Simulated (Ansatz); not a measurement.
The figure comes from a scan of CuI (zinc blende): a phonon pattern at X = (0.5, 0.5, 0.0) is frozen into a 4-atom cell, Q being the largest atomic displacement. All values below come from PBE (plane waves to 420 eV, PAW, scalar-relativistic; Ansatz, a first-principles code). k mesh 9×9×9 (Γ-centred), Fermi-Dirac smearing 0.05 eV. CuI is run without spin polarisation. CuI was relaxed with its symmetry unable to fall. Spin-orbit coupling is left out, though I is heavy. 

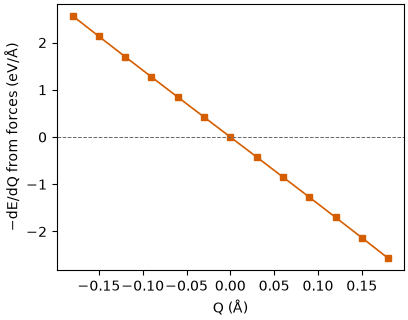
−dE/dQ from forces (eV/Å) against Q (Å); markers are the computed points, lines only join them.

Task: Turn the plot into a table (rounded to what can be read).

Result: To the nearest 0.1:

```json
[
 {"Q (Å)": "-0.180", "−dE/dQ from forces (eV/Å)": "2.6"},
 {"Q (Å)": "-0.150", "−dE/dQ from forces (eV/Å)": "2.1"},
 {"Q (Å)": "-0.120", "−dE/dQ from forces (eV/Å)": "1.7"},
 {"Q (Å)": "-0.090", "−dE/dQ from forces (eV/Å)": "1.3"},
 {"Q (Å)": "-0.060", "−dE/dQ from forces (eV/Å)": "0.8"},
 {"Q (Å)": "-0.030", "−dE/dQ from forces (eV/Å)": "0.4"},
 {"Q (Å)": "0.000", "−dE/dQ from forces (eV/Å)": "0.0"},
 {"Q (Å)": "0.030", "−dE/dQ from forces (eV/Å)": "-0.4"},
 {"Q (Å)": "0.060", "−dE/dQ from forces (eV/Å)": "-0.8"},
 {"Q (Å)": "0.090", "−dE/dQ from forces (eV/Å)": "-1.3"},
 {"Q (Å)": "0.120", "−dE/dQ from forces (eV/Å)": "-1.7"},
 {"Q (Å)": "0.150", "−dE/dQ from forces (eV/Å)": "-2.1"},
 {"Q (Å)": "0.180", "−dE/dQ from forces (eV/Å)": "-2.6"}
]
```

(For displaced atoms, the force is minus the slope of the energy, and its curvature is a force constant, which sets phonon frequencies.)
